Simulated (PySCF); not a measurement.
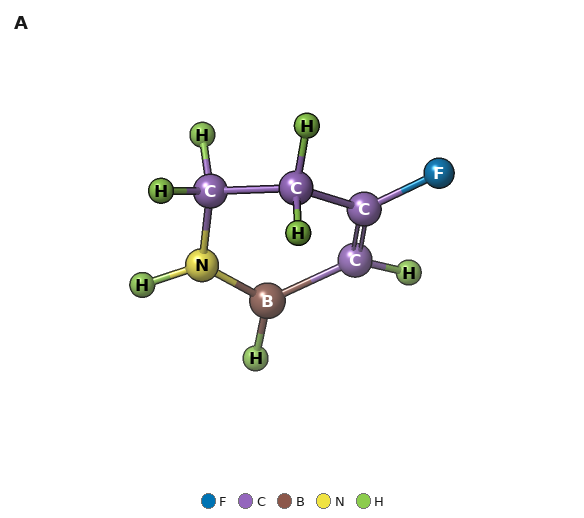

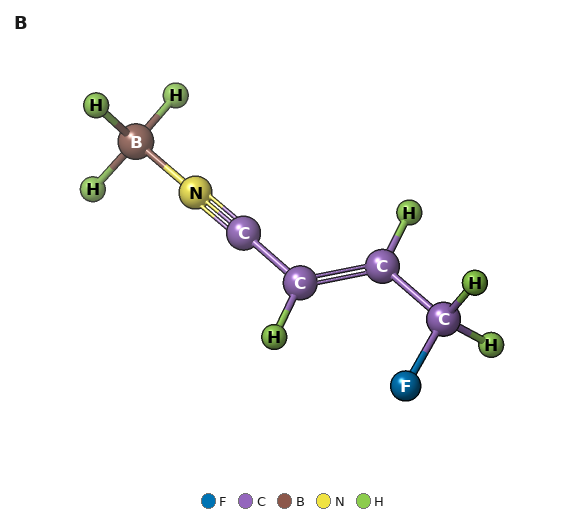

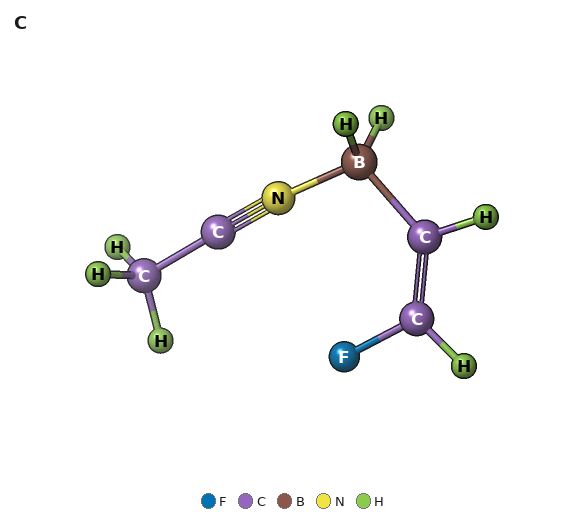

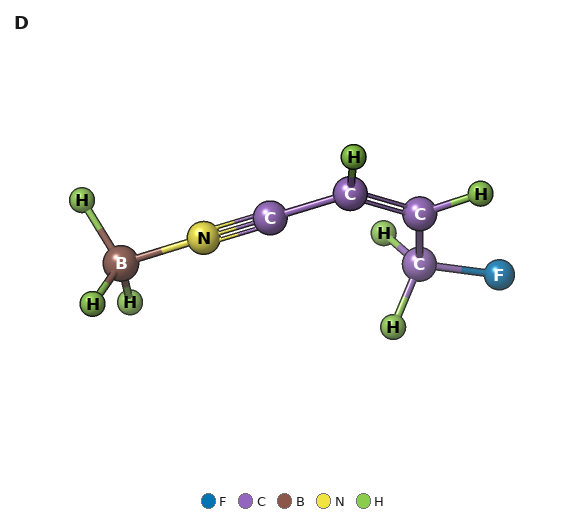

4 stationary structures of one formula. Geometries: GFN2-xTB. Electronic energies: PBE0/pcSseg-1 (PySCF 2.14.0), without zero-point energy. No frequency run is at hand to confirm each as a minimum. Each is one conformer, not always the lowest.

Rank them by energy, lowest first.

Answer. A is lowest; C lies 212.8 kJ/mol above it, B lies 261.7 kJ/mol above it, D lies 274.0 kJ/mol above it. A is `FC1=CBNCC1`, B is `[BH3-][N+]#C/C=C/CF`, C is `CC#[N+][BH2-]/C=C\F`, D is `[BH3-][N+]#C/C=C\CF`.

The geometry is semi-empirical. Around B such bond lengths and angles can be off by a tenth of an ångström or more and by several degrees, and values that hang on the shape move with them.
